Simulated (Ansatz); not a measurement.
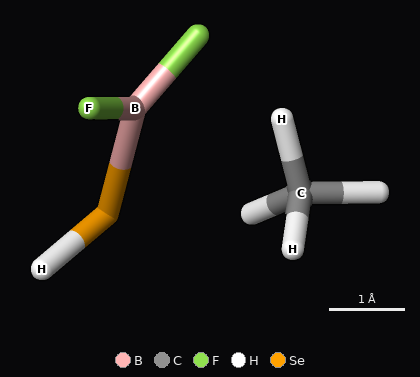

Fig. 1: The starting structure (stick view, seen at a tilt).

# Run report: CH$_{5}$BF$_{2}$Se, geometry relaxation (part 1 of 2)

System: CH$_{5}$BF$_{2}$Se.
Method: RKS B3LYP-D4/def2-SVP (Ansatz 0.2.0).

It belongs to a series of runs on one base structure; here: end point B relaxed.

Input
```yaml
crystal:
  periodic: [false, false, false]
  atoms:
    - { symbol: B, position_ang: [-1.393687, 0.041339, 0.336338] }
    - { symbol: C, position_ang: [1.218605, 0.01521, -0.932499] }
    - { symbol: F, position_ang: [-1.800686, -0.567762, -0.758077] }
    - { symbol: F, position_ang: [-1.246299, 1.350239, 0.329351] }
    - { symbol: H, position_ang: [0.755588, -0.348724, -0.021616] }
    - { symbol: Se, position_ang: [-1.072804, -1.037548, 2.004239] }
    - { symbol: H, position_ang: [0.497735, 0.561446, -1.55222] }
    - { symbol: H, position_ang: [1.59858, -0.850021, -1.49195] }
    - { symbol: H, position_ang: [2.044022, 0.685281, -0.656103] }
    - { symbol: H, position_ang: [-0.601055, 0.150638, 2.742539] }
basis:
  gaussian: { orbitals: def2-SVP }
hamiltonian:
  xc: b3lyp
  dispersion: d4
relax:
  f_tol: 0.03
  max_steps: 50
output:
  orbitals: {}
```

Run as:
```bash
ansatz run input.yaml --threads 2 --pin off --max-ram 3072MiB --backend cpu --events-out ev --progress --plain --runs-dir out
```

Output
```
The last accepted step is kept in [file] (removed where the run ends without a failure and the disk answers)
Engine: ansatz 0.2.0, x86_64-unknown-linux-gnu
Functional definition: B3LYP
  parameter a0 = 0.2
  parameter ax = 0.72
  parameter ac = 0.81
  exchange = (1 - a0 - ax)*slater_x + ax*b88_x + a0*exact_x
  correlation = (1 - ac)*vwn_rpa_c + ac*lyp_c
1208 factors; integrals over basis functions are off by at most 3.6e-4 eV
mean field evaluation 1: about -72563.7963 eV, gradient 5.4e1 eV
mean field evaluation 2: about -72560.4748 eV, gradient 6.8e1 eV
mean field evaluation 4: about -72569.6582 eV, gradient 2.2e0 eV
mean field evaluation 8: about -72569.7020 eV, gradient 1.9e-1 eV
mean field evaluation 16: about -72569.7021 eV, gradient 1.1e-5 eV
mean field -72569.70205429 eV, -2666.8873609845 hartree, gradient 1.1e-5 eV, S^2 0.000000; 0 other end points of the search recorded, 0 dependent functions left out
the calculation of the forces begins
reference -72569.70228830 eV, -2666.8873695843 hartree; 34, 34 occupied and 79, 79 virtual orbitals, 1208 factors
relax step   1: F+E_penalty+E_count = -72569.99404375 eV  Δ(F+E_penalty+E_count) = +0.000e0 eV  max|allowed force component| = 7.822e-1 eV/Å  Δτ_max = 0.0000 Å  (28 SCF iters, accepted)
these checks for a lower state are left out or cut short: starts, cluster_reference, orbital_swaps, neighbouring_geometries, increment
1208 factors; integrals over basis functions are off by at most 3.0e-4 eV
mean field -72569.82462105 eV, -2666.8918652297 hartree, gradient 2.0e-5 eV, S^2 0.000000; 0 other end points of the search recorded, 0 dependent functions left out
the calculation of the forces begins
reference -72569.82486050 eV, -2666.8918740294 hartree; 34, 34 occupied and 79, 79 virtual orbitals, 1208 factors
relax step   2: F+E_penalty+E_count = -72570.09684675 eV  Δ(F+E_penalty+E_count) = -1.028e-1 eV  max|allowed force component| = 4.570e-1 eV/Å  Δτ_max = 0.1941 Å  (28 SCF iters, accepted)
these checks for a lower state are left out or cut short: starts, cluster_reference, orbital_swaps, neighbouring_geometries, increment
1208 factors; integrals over basis functions are off by at most 3.1e-4 eV
mean field -72569.83390674 eV, -2666.8922064724 hartree, gradient 1.1e-5 eV, S^2 0.000000; 0 other end points of the search recorded, 0 dependent functions left out
the calculation of the forces begins
reference -72569.83415239 eV, -2666.8922155001 hartree; 34, 34 occupied and 79, 79 virtual orbitals, 1208 factors
relax step   3: F+E_penalty+E_count = -72570.08973348 eV  Δ(F+E_penalty+E_count) = +7.113e-3 eV  max|allowed force component| = 7.010e-1 eV/Å  Δτ_max = 0.1894 Å  (28 SCF iters, rejected (line search))
these checks for a lower state are left out or cut short: starts, cluster_reference, orbital_swaps, neighbouring_geometries, increment
1208 factors; integrals over basis functions are off by at most 3.0e-4 eV
mean field evaluation 32: about -72569.6077 eV, gradient 7.7e0 eV
mean field -72569.84416254 eV, -2666.8925833662 hartree, gradient 1.4e-5 eV, S^2 0.000000; 0 other end points of the search recorded, 0 dependent functions left out
the calculation of the forces begins
reference -72569.84440455 eV, -2666.8925922599 hartree; 34, 34 occupied and 79, 79 virtual orbitals, 1208 factors
relax step   4: F+E_penalty+E_count = -72570.11032079 eV  Δ(F+E_penalty+E_count) = -1.347e-2 eV  max|allowed force component| = 3.930e-1 eV/Å  Δτ_max = 0.0910 Å  (28 SCF iters, accepted)
these checks for a lower state are left out or cut short: starts, cluster_reference, orbital_swaps, neighbouring_geometries, increment
1208 factors; integrals over basis functions are off by at most 3.0e-4 eV
mean field -72569.86212489 eV, -2666.8932434704 hartree, gradient 2.0e-5 eV, S^2 0.000000; 0 other end points of the search recorded, 0 dependent functions left out
the calculation of the forces begins
reference -72569.86236782 eV, -2666.8932523980 hartree; 34, 34 occupied and 79, 79 virtual orbitals, 1208 factors
relax step   5: F+E_penalty+E_count = -72570.12387840 eV  Δ(F+E_penalty+E_count) = -1.356e-2 eV  max|allowed force component| = 2.111e-1 eV/Å  Δτ_max = 0.0975 Å  (28 SCF iters, accepted)
these checks for a lower state are left out or cut short: starts, cluster_reference, orbital_swaps, neighbouring_geometries, increment
1208 factors; integrals over basis functions are off by at most 3.0e-4 eV
mean field -72569.86461268 eV, -2666.8933348950 hartree, gradient 9.8e-6 eV, S^2 0.000000; 0 other end points of the search recorded, 0 dependent functions left out
the calculation of the forces begins
reference -72569.86485564 eV, -2666.8933438238 hartree; 34, 34 occupied and 79, 79 virtual orbitals, 1208 factors
relax step   6: F+E_penalty+E_count = -72570.12553172 eV  Δ(F+E_penalty+E_count) = -1.653e-3 eV  max|allowed force component| = 1.072e-1 eV/Å  Δτ_max = 0.1189 Å  (30 SCF iters, accepted)
these checks for a lower state are left out or cut short: starts, cluster_reference, orbital_swaps, neighbouring_geometries, increment
1208 factors; integrals over basis functions are off by at most 3.0e-4 eV
mean field -72569.86860626 eV, -2666.8934816565 hartree, gradient 2.2e-5 eV, S^2 0.000000; 0 other end points of the search recorded, 0 dependent functions left out
the calculation of the forces begins
reference -72569.86884953 eV, -2666.8934905964 hartree; 34, 34 occupied and 79, 79 virtual orbitals, 1208 factors
relax step   7: F+E_penalty+E_count = -72570.12834697 eV  Δ(F+E_penalty+E_count) = -2.815e-3 eV  max|allowed force component| = 5.702e-2 eV/Å  Δτ_max = 0.0498 Å  (28 SCF iters, accepted)
these checks for a lower state are left out or cut short: starts, cluster_reference, orbital_swaps, neighbouring_geometries, increment
1208 factors; integrals over basis functions are off by at most 3.0e-4 eV
mean field evaluation 64: about -72569.8685 eV, gradient 3.4e-4 eV
mean field -72569.86853080 eV, -2666.8934788833 hartree, gradient 2.1e-5 eV, S^2 0.000000; 0 other end points of the search recorded, 0 dependent functions left out
the calculation of the forces begins
reference -72569.86877409 eV, -2666.8934878239 hartree; 34, 34 occupied and 79, 79 virtual orbitals, 1208 factors
relax step   8: F+E_penalty+E_count = -72570.12873028 eV  Δ(F+E_penalty+E_count) = -3.833e-4 eV  max|allowed force component| = 3.560e-2 eV/Å  Δτ_max = 0.0271 Å  (30 SCF iters, accepted)
these checks for a lower state are left out or cut short: starts, cluster_reference, orbital_swaps, neighbouring_geometries, increment
1208 factors; integrals over basis functions are off by at most 3.0e-4 eV
mean field -72569.86971001 eV, -2666.8935222184 hartree, gradient 2.0e-5 eV, S^2 0.000000; 0 other end points of the search recorded, 0 dependent functions left out
the calculation of the forces begins
reference -72569.86995359 eV, -2666.8935311697 hartree; 34, 34 occupied and 79, 79 virtual orbitals, 1208 factors
relax step   9: F+E_penalty+E_count = -72570.12913716 eV  Δ(F+E_penalty+E_count) = -4.069e-4 eV  max|allowed force component| = 2.951e-2 eV/Å  Δτ_max = 0.0406 Å  (28 SCF iters, accepted)
```

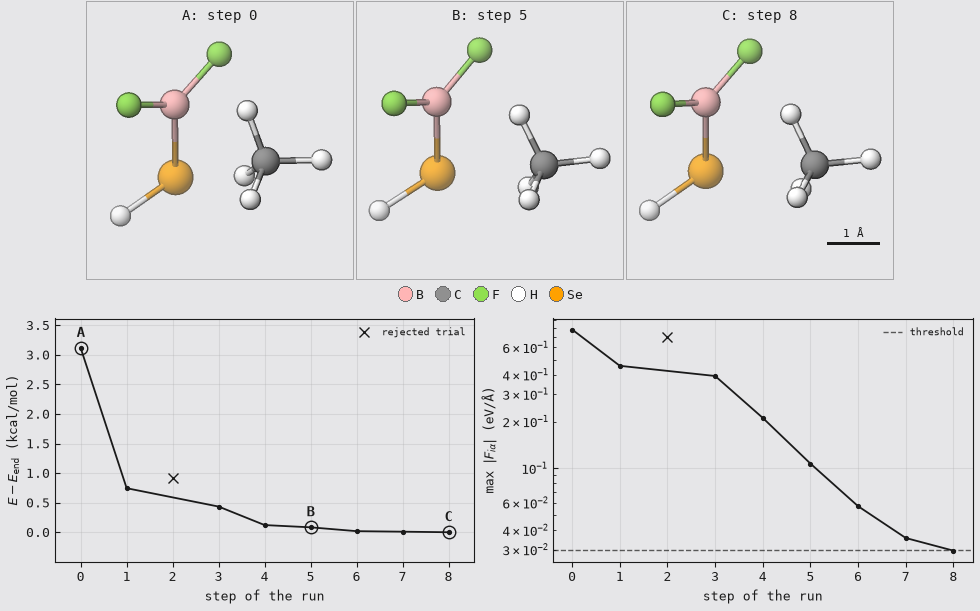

Fig. 2: Frames of the relaxation (ball-and-stick view, seen at a tilt) above the curves, on which the letters mark them (the first geometry is step 0 here and step 1 in the log).

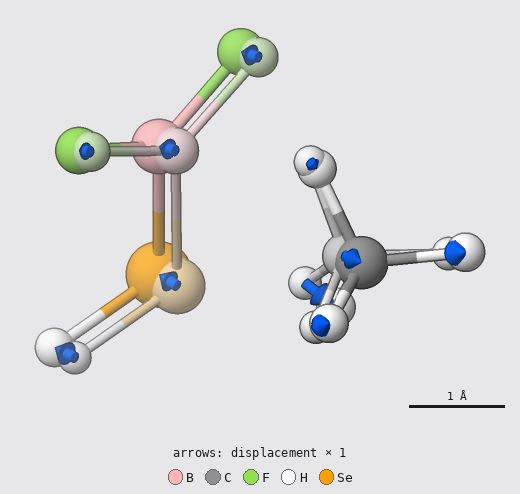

Fig. 3: Start (faint) and end (solid) with the displacements as blue arrows, at true length (ball-and-stick view, seen at a tilt). The two geometries are laid on each other by the best rigid fit. The energy falls by 3.12 kcal/mol in 8 geometry steps. The largest force component goes from 0.78 to 0.03 eV/Å. The line search rejected the trial step at point 2 (counted from 0) and went back. The atom that moves furthest after the best rigid fit is H5 (0.45 Å). By element the largest moves are H 0.45 Å, Se 0.28 Å, F 0.26 Å, C 0.25 Å, B 0.25 Å. Among the contacts that change: B1–Se6 2.012 → 1.952 Å, C2–H5 1.085 → 1.099 Å. (Atoms are counted from 1 in the order of the input.)

```
1208 factors; integrals over basis functions are off by at most 3.0e-4 eV
mean field -72569.86971001 eV, -2666.8935222184 hartree, gradient 2.0e-5 eV, S^2 0.000000; 1 other end points of the search recorded, 0 dependent functions left out
the calculation of the forces begins
reference -72569.86995359 eV, -2666.8935311697 hartree; 34, 34 occupied and 79, 79 virtual orbitals, 1208 factors
Total energy: -72570.12938073 eV, -2666.9030649416 hartree
Atom 0 at    -1.588052     0.054993     0.487835 Å, force     0.008239     0.029507     0.021960 eV/Å
Atom 1 at     1.433725    -0.006428    -1.067080 Å, force     0.010029     0.002442    -0.012858 eV/Å
Atom 2 at    -2.006648    -0.547043    -0.609349 Å, force    -0.008334    -0.009605    -0.012182 eV/Å
Atom 3 at    -1.371891     1.357227     0.447738 Å, force    -0.002604    -0.015996    -0.003453 eV/Å
Atom 4 at     1.170538    -0.489637    -0.115256 Å, force     0.000105     0.000216    -0.001149 eV/Å
Atom 5 at    -1.325816    -0.997126     2.110755 Å, force    -0.000645    -0.001507    -0.004639 eV/Å
Atom 6 at     0.544785     0.463345    -1.510726 Å, force     0.016955    -0.009053     0.005407 eV/Å
Atom 7 at     1.829227    -0.764120    -1.759106 Å, force    -0.007367     0.013752     0.010811 eV/Å
Atom 8 at     2.200227     0.760766    -0.884736 Å, force    -0.015592    -0.008257    -0.003932 eV/Å
Atom 9 at    -0.886096     0.168122     2.899926 Å, force    -0.000785    -0.001500     0.000035 eV/Å
Dipole moment:     0.076103     0.026640     0.200462 e Å
```
